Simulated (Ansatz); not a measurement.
C₂H₁₀OSi₃

Input file:

```
crystal:
  periodic: [false, false, false]
  atoms:
    - { symbol: C, position_ang: [-1.7488, -1.0472, 0.365] }
    - { symbol: Si, position_ang: [-0.1289, -0.752, 1.0372] }
    - { symbol: C, position_ang: [1.1493, -1.6865, -0.0002] }
    - { symbol: O, position_ang: [1.4536, -0.6162, -0.9864] }
    - { symbol: Si, position_ang: [1.1589, 0.6986, -0.005] }
    - { symbol: Si, position_ang: [0.0226, 2.4265, -0.947] }
    - { symbol: H, position_ang: [-2.472, -0.2414, 0.7188] }
    - { symbol: H, position_ang: [-2.1625, -1.961, 0.6354] }
    - { symbol: H, position_ang: [-1.8064, -0.9444, -0.6987] }
    - { symbol: H, position_ang: [-0.0011, -0.9302, 2.5365] }
    - { symbol: H, position_ang: [2.0986, -1.9377, 0.5692] }
    - { symbol: H, position_ang: [0.8183, -2.5932, -0.4375] }
    - { symbol: H, position_ang: [2.3808, 1.076, 0.6903] }
    - { symbol: H, position_ang: [0.8283, 3.1603, -1.917] }
    - { symbol: H, position_ang: [-1.2058, 1.9096, -1.6283] }
    - { symbol: H, position_ang: [-0.4077, 3.4162, 0.1118] }
basis:
  gaussian: { orbitals: "6-31G" }
hamiltonian:
  xc: r2scan
  dispersion: d4
relax:
  f_tol: 0.02
  max_steps: 50
output:
  orbitals: {}
```

Run with:

```sh
ansatz run input.yaml --threads 2 --pin off --max-ram 3072MiB --backend cpu --events-out ev --progress --plain --runs-dir out
```

The fields are those of the run's last geometry, not of the input's.

Level of theory: RKS r2SCAN-D4/6-31G (Ansatz).

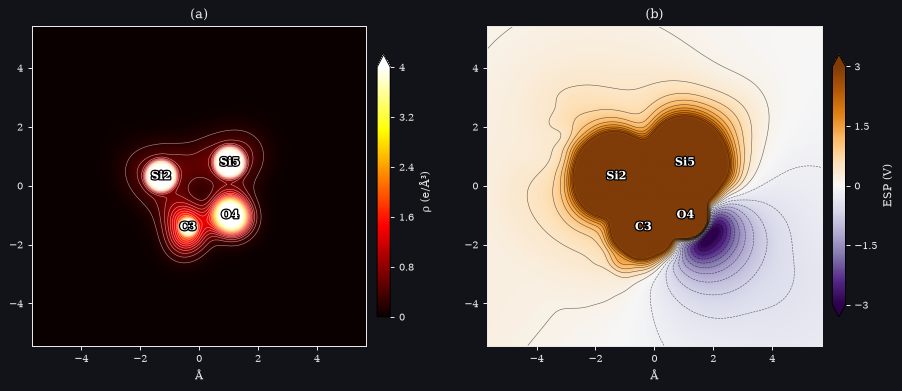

Figure 1. (a) total electron density; (b) electrostatic potential on the plane of atoms Si2, Si5 and O4.

What does the map show?

The plane passes through Si, C and O nuclei. C–O (1.50 Å): ρ is about 1.5 e/Å³ halfway, with its minimum of 1.4 e/Å³ about 0.6 Å from C. Si–O (1.80 Å): the density is about 0.77 e/Å³ at the midpoint. Si–Si (2.38 Å): ρ is about 0.49 e/Å³ halfway. C–Si (1.97 Å): ρ is about 0.75 e/Å³ halfway. Outside the dense part of the molecule the potential is most negative (−3.2 V) near O4.

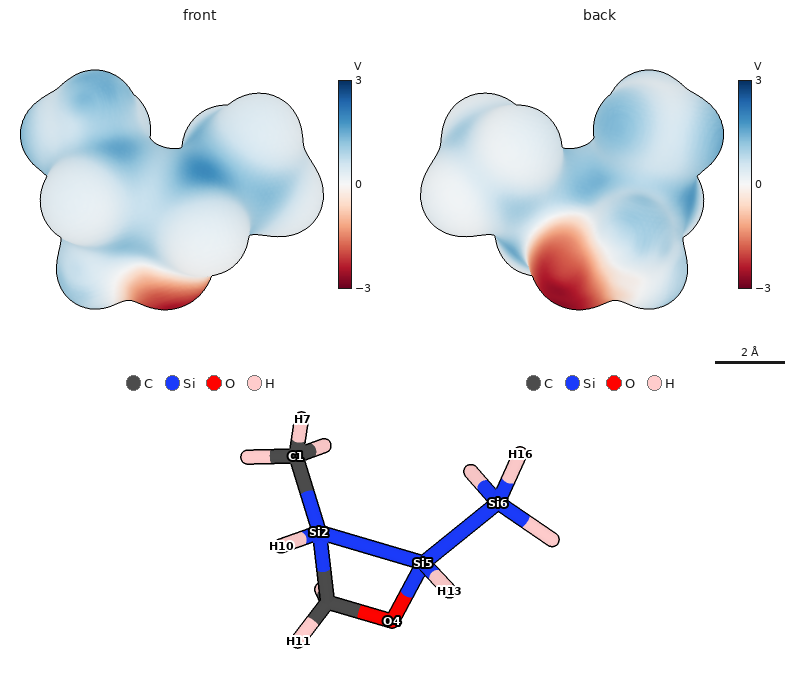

Figure 2. The electrostatic potential painted on the density surface at 0.004 e/bohr³, seen from the front and from behind; red is negative and blue positive. The bare structure is drawn below in the same view.

Describe the electrostatic potential map.

The most negative region (about −2.5 V) lies over O4, the most positive (about +1.7 V) over Si5. O4 is the likeliest acceptor of a hydrogen bond.

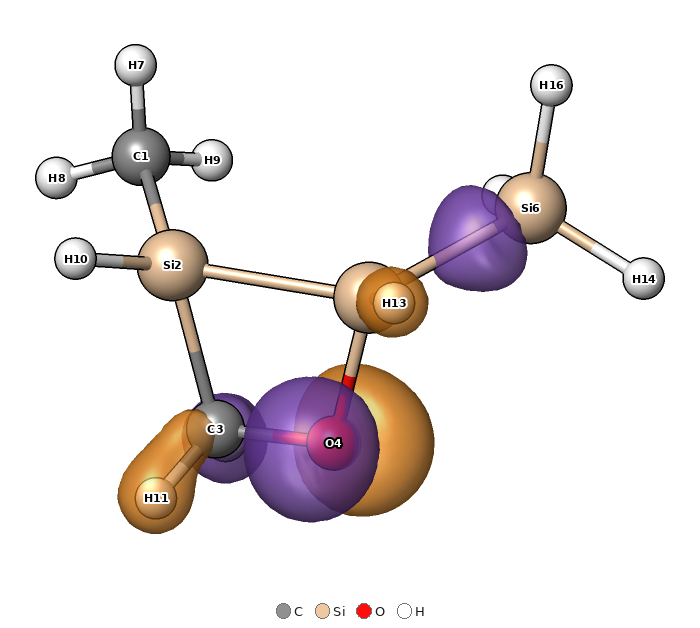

Figure 3. One frontier orbital at ±0.15 Å⁻³ᐟ² (orange and purple are the two phases), seen at a tilt.

Which orbital is it: HOMO or LUMO?

The HOMO, at −5.84 eV. By Hirshfeld shares it lies mainly on O4 (about 60 %), Si6 (about 10 %) and C3 (about 5 %).
